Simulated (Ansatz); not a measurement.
The calculation's input:

```
crystal:
  periodic: [false, false, false]
  atoms:
    - {symbol: C, position_ang: [-0.542995, -0.286561, -1.549335]}
    - {symbol: C, position_ang: [0.903395, -0.467721, -1.413567]}
    - {symbol: C, position_ang: [1.504867, 0.406202, -0.411280]}
    - {symbol: C, position_ang: [2.012468, 1.131269, 0.422210]}
    - {symbol: Ge, position_ang: [2.788013, 2.274753, 1.730237]}
    - {symbol: "N", position_ang: [-1.685262, -0.153107, -1.666070]}
    - {symbol: H, position_ang: [1.097206, -1.525067, -1.162746]}
    - {symbol: H, position_ang: [1.367692, -0.292683, -2.399592]}
    - {symbol: H, position_ang: [1.791397, 3.396842, 2.048960]}
    - {symbol: H, position_ang: [3.086645, 1.449072, 2.989223]}
    - {symbol: H, position_ang: [4.087292, 2.859570, 1.158967]}
basis:
  gaussian:
    orbitals: def2-SVPD
magnetization:
  spin_polarized: false
  initial_magnetization: 0
hamiltonian:
  xc: pbe0
output:
  forces: true
  orbitals: {seedname: orbitals}
```

Run with:

```sh
ansatz run input.yaml --threads 2 --pin off --max-ram 5220MiB --events-out events.jsonl --progress --plain --runs-dir runs
```

Geometry: PBE0-D3(BJ)/def2-SVP.

Level of theory: Ansatz 0.2.0, isolated molecule in a Gaussian basis; Kohn-Sham density functional theory, functional PBE0.

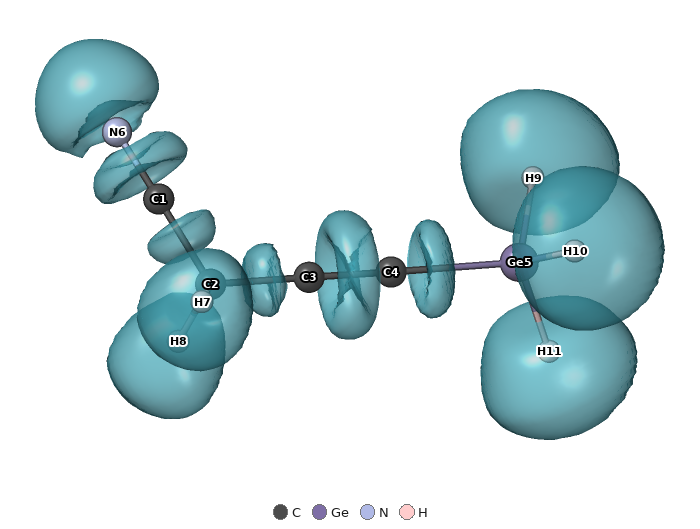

C4H5GeN. Isosurface of the ELF at 0.8 (cyan), seen at a tilt. Only the valence region is drawn (cores and ρ < 0.01 e/Å³ removed).

Question: Where are the electrons localised?

Answer: At this value the surface marks out three regions between bonded C–C atoms (shared pairs), one region between bonded C–N atoms (shared pairs), five regions around hydrogen nuclei, one lobe of the valence shell of C pointing towards Ge (polar bonds) and one lobe on N, pointing away from the bonds (lone pairs).

Values along the shortest contacts:
C–N (1.16 Å): the ELF peaks at about 0.85 between the atoms: a multiple bond. C–C (1.22 Å): the ELF peaks at about 0.85 between the atoms (a multiple bond).
